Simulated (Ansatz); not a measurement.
CH2FSi (doublet)

```xyz
5

C    -0.3538    0.5873   -0.2691
Si    0.2809   -0.3260    1.2916
F     0.8691    1.3252   -0.0172
H    -1.1751    1.3016   -0.2191
H    -0.2651    0.1500   -1.2632
```

Geometry: PBE0-D4/def2-TZVP.

All numbers below come from UKS PBE0-D4/def2-TZVPP in Ansatz 0.2.0.

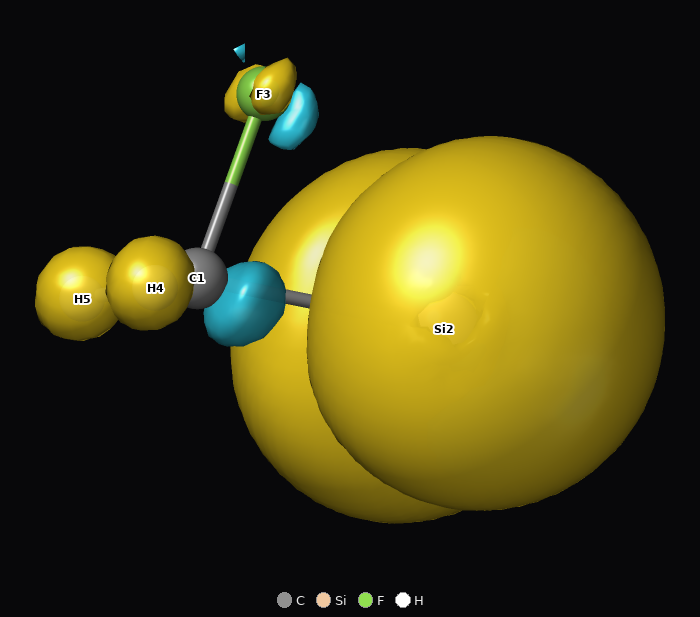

Figure 1. Isosurfaces of the spin density at +0.015 (yellow) and −0.015 e/Å³ (cyan), seen at a tilt.

### Where is the unpaired spin?

The unpaired spin (1 electron) lies mostly on Si2 (about 0.9), in electrons by Hirshfeld's partition.

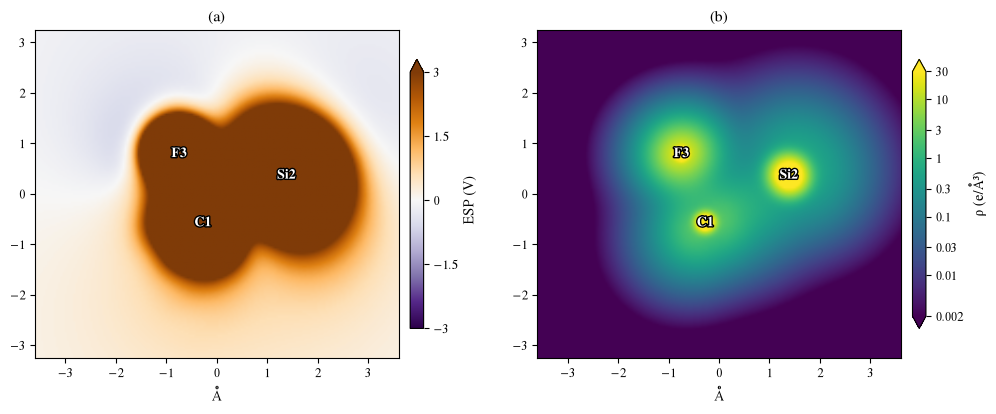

Figure 2. (a) electrostatic potential; (b) electron density on the plane of atoms Si2, C1 and F3.

### Read the bonding off the picture.

- Atoms in the plane: C, Si and F.
- C–F (1.45 Å): ρ is about 1.7 e/Å³ halfway, with its minimum of 1.3 e/Å³ about 0.5 Å from C.
- C–Si (1.92 Å): the density is about 0.86 e/Å³ at the midpoint.
- Outside the dense part of the molecule the potential is most negative (−0.6 V) near F3.

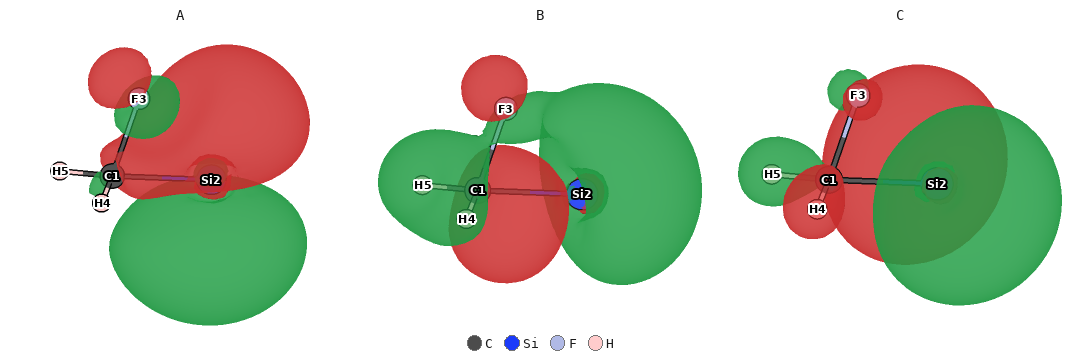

Figure 3. Three frontier orbitals at ±0.08 Å⁻³ᐟ² (green and red are the two phases), in no order.

### Order the three orbitals by energy and name them. All are α orbitals.

B is the HOMO−1 (α) (−7.75 eV). Its weight (Hirshfeld) is mainly on Si2 (about 55 %) and C1 (about 30 %). C is the HOMO (α) (−5.05 eV). It lies mainly on Si2 (about 90 %). A is the LUMO (α) (−2.23 eV). Its weight (Hirshfeld) is mainly on Si2 (about 85 %), F3 (about 10 %) and C1 (about 5 %).

### What is the gap between the highest occupied and lowest empty α orbitals?

2.82 eV between the orbital energies.
